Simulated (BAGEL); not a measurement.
**Si2H5F (SMILES F[SiH2][SiH3]) at PBE0/cc-pVDZ (density fitting with qzvpp-jkfit)**

Aim: the energy change on altering one bond length of Si2H5F at PBE0/cc-pVDZ (density fitting with qzvpp-jkfit), from 2 runs. 

The results are computed with BAGEL 1.2.2.

1 further run of the same task is left out (it didn't finish).

### 1 Starting point

Si2H5F: 8 atoms, total charge 0, spin state singlet. As SMILES, `F[SiH2][SiH3]`. Geometry: relaxed at PBE0-D4/def2-TZVP.

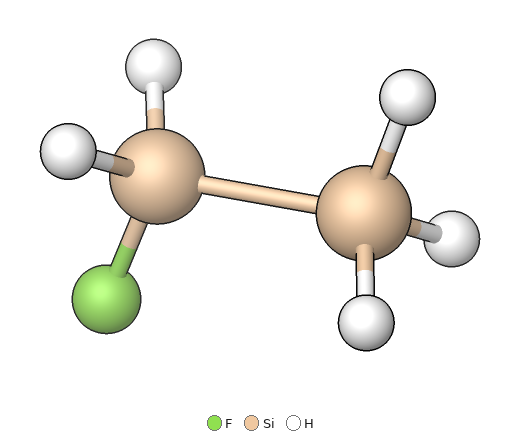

Viewed from a chosen angle; fluorine green, silicon light orange, hydrogen white.

### 2 The energy at PBE0/cc-pVDZ (density fitting with qzvpp-jkfit)

File job.json:

```json
{ "bagel" : [

{
  "title" : "molecule",
  "basis" : "cc-pvdz.json",
  "df_basis" : "qzvpp-jkfit",
  "angstrom" : true,
  "geometry" : [
    { "atom" : "F", "xyz" : [      -2.015200,       0.986100,      -0.226800 ] },
    { "atom" : "Si", "xyz" : [      -0.575400,       0.581100,      -0.813600 ] },
    { "atom" : "Si", "xyz" : [       0.633500,      -0.611200,       0.800400 ] },
    { "atom" : "H", "xyz" : [      -0.798700,      -0.237500,      -2.033900 ] },
    { "atom" : "H", "xyz" : [       0.125700,       1.834700,      -1.195700 ] },
    { "atom" : "H", "xyz" : [       0.849500,       0.218200,       2.015100 ] },
    { "atom" : "H", "xyz" : [       1.955700,      -0.971100,       0.218900 ] },
    { "atom" : "H", "xyz" : [      -0.082900,      -1.857400,       1.179800 ] }
  ]
},

{ "title" : "ks", "xc_func" : "pbe0" },

{ "title" : "print", "file" : "orbitals.molden", "orbitals" : true }

]}
```

The basis set cc-pVDZ is read from a file made from the Basis Set Exchange's data (not shown).

Launch:

```
$ BAGEL_NUM_THREADS=1 BAGEL job.json > job.out
```

The program printed:

```text
* using 1 threads per process

  ===============================================================
  ===============================================================

  *** Geometry ***

  { "atom" : "F", "xyz" : [     -3.808176,      1.863459,     -0.428590 ] },
  { "atom" : "Si", "xyz" : [     -1.087348,      1.098120,     -1.537481 ] },
  { "atom" : "Si", "xyz" : [      1.197142,     -1.155001,      1.512537 ] },
  { "atom" : "H", "xyz" : [     -1.509324,     -0.448810,     -3.843514 ] },
  { "atom" : "H", "xyz" : [      0.237539,      3.467081,     -2.259546 ] },
  { "atom" : "H", "xyz" : [      1.605322,      0.412338,      3.807987 ] },
  { "atom" : "H", "xyz" : [      3.695737,     -1.835113,      0.413661 ] },
  { "atom" : "H", "xyz" : [     -0.156658,     -3.509977,      2.229499 ] },

  Number of auxiliary basis functions:      423

  Since a DF basis is specified, we compute 2- and 3-index integrals:
    o Being stored without compression. Storage requirement is 0.019 GB

  Number of basis functions:       75
  Number of electrons      :       42

    * METHOD: MOLECULE                             0.17

  *** Kohn-Sham DFT ***

    * Removing 12761 points whose weight is below 1.00e-10
    * Grid points: 106487

  === Nuclear Repulsion ===
   151.9234568698

       - DIIS with orbital gradients will be used.

  === KS iteration (pbe0 / cc-pvdz.json) ===
      0       -662.19510670          0.08998328           0.34
      1       -638.39806364          0.10963802           0.32
      2       -583.52900528          0.29269872           0.32
      3       -655.38668636          0.11002934           0.32
      4       -675.31415055          0.07604634           0.32
      5       -681.18485755          0.02181995           0.32
      6       -681.36675625          0.01542672           0.32
      7       -681.51636691          0.00223243           0.32
      8       -681.51902551          0.00074885           0.32
      9       -681.51934016          0.00013125           0.32
     10       -681.51934905          0.00001895           0.32
     11       -681.51934925          0.00000589           0.32
     12       -681.51934926          0.00000170           0.32
     13       -681.51934926          0.00000066           0.32
     14       -681.51934926          0.00000017           0.32
     15       -681.51934926          0.00000006           0.32
     16       -681.51934926          0.00000001           0.32
     17       -681.51934926          0.00000000           0.32
    * SCF iteration converged.

    * Permanent dipole moment:
           (   -0.464821,     0.156590,     0.125392) a.u.

    * METHOD: KS                                   6.42

    * METHOD: PRINT                                0.02

  ===============================================================
```

Wall time 6.9 s (1 thread of Arm Neoverse V1, shared host); peak memory 0.39 GiB.

### 3 The distorted shape, same level

job.json, as its differences from that of step 2:

```diff
@@ -6,5 +6,5 @@
   "df_basis" : "qzvpp-jkfit",
-  "angstrom" : true,
+  "angstrom" : "true",
   "geometry" : [
-    { "atom" : "F", "xyz" : [      -2.015200,       0.986100,      -0.226800 ] },
+    { "atom" : "F", "xyz" : [      -2.447168,       1.107608,      -0.050749 ] },
     { "atom" : "Si", "xyz" : [      -0.575400,       0.581100,      -0.813600 ] },
@@ -19,5 +19,13 @@
 
-{ "title" : "ks", "xc_func" : "pbe0" },
+{
+  "title" : "ks",
+  "xc_func" : "pbe0",
+  "charge" : 0
+},
 
-{ "title" : "print", "file" : "orbitals.molden", "orbitals" : true }
+{
+  "title" : "print",
+  "file" : "orbitals.molden",
+  "orbitals" : "true"
+}
```

The basis set cc-pVDZ is read from a file made from the Basis Set Exchange's data (not shown).

Launch:

```
$ BAGEL_NUM_THREADS=1 BAGEL job.json > job.out
```

The program printed:

```text
* using 1 threads per process

  ===============================================================
  ===============================================================

  *** Geometry ***

  { "atom" : "F", "xyz" : [     -4.624477,      2.093076,     -0.095902 ] },
  { "atom" : "Si", "xyz" : [     -1.087348,      1.098120,     -1.537481 ] },
  { "atom" : "Si", "xyz" : [      1.197142,     -1.155001,      1.512537 ] },
  { "atom" : "H", "xyz" : [     -1.509324,     -0.448810,     -3.843514 ] },
  { "atom" : "H", "xyz" : [      0.237539,      3.467081,     -2.259546 ] },
  { "atom" : "H", "xyz" : [      1.605322,      0.412338,      3.807987 ] },
  { "atom" : "H", "xyz" : [      3.695737,     -1.835113,      0.413661 ] },
  { "atom" : "H", "xyz" : [     -0.156658,     -3.509977,      2.229499 ] },

  Number of auxiliary basis functions:      423

  Since a DF basis is specified, we compute 2- and 3-index integrals:
    o Being stored without compression. Storage requirement is 0.019 GB

  Number of basis functions:       75
  Number of electrons      :       42

    * METHOD: MOLECULE                             0.16

  *** Kohn-Sham DFT ***

    * Removing 12252 points whose weight is below 1.00e-10
    * Grid points: 106996

  === Nuclear Repulsion ===
   139.4550742697

       - DIIS with orbital gradients will be used.

  === KS iteration (pbe0 / cc-pvdz.json) ===
      0       -663.50503682          0.07894473           0.29
      1       -640.73925046          0.10817080           0.27
      2       -615.57634340          0.26943901           0.27
      3       -654.37029907          0.10190106           0.27
      4       -677.46262082          0.07187314           0.27
      5       -681.16646136          0.01908680           0.27
      6       -681.17156680          0.02219416           0.27
      7       -681.46367914          0.00210199           0.27
      8       -681.46592491          0.00098798           0.27
      9       -681.46657237          0.00013746           0.27
     10       -681.46658458          0.00002022           0.27
     11       -681.46658481          0.00000498           0.27
     12       -681.46658483          0.00000128           0.27
     13       -681.46658483          0.00000026           0.27
     14       -681.46658483          0.00000007           0.27
     15       -681.46658483          0.00000005           0.27
     16       -681.46658483          0.00000001           0.27
     17       -681.46658483          0.00000000           0.27
    * SCF iteration converged.

    * Permanent dipole moment:
           (   -1.242525,     0.430252,     0.306762) a.u.

    * METHOD: KS                                   5.53

    * METHOD: PRINT                                0.02

  ===============================================================
```

Run time: 6 s. Hardware: 1 thread of Arm Neoverse V1, shared host; peak memory 0.39 GiB.

### 4 Summary of results

Level: PBE0/cc-pVDZ (density fitting with qzvpp-jkfit).

| quantity | value |
| --- | --- |
| first shape: total energy | -681.51935 Eh |
| first shape: dipole moment | 1.29 D |
| first shape: HOMO energy | -8.34 eV |
| first shape: LUMO energy | -0.32 eV |
| first shape: HOMO–LUMO gap | 8.02 eV |
| distorted shape: total energy | -681.46658 Eh |
| distorted shape: dipole moment | 3.43 D |
| distorted shape: HOMO energy | -8.70 eV |
| distorted shape: LUMO energy | -1.78 eV |
| distorted shape: HOMO–LUMO gap | 6.92 eV |
| energy change with the F1–Si2 bond stretched from 1.607 to 2.089 Å | 1.436 eV |

**Reading.** With the F1–Si2 bond stretched from 1.607 to 2.089 Å the energy rises by 1.44 eV (139 kJ/mol). The first shape isn't relaxed at this level, so the change isn't measured from a minimum.
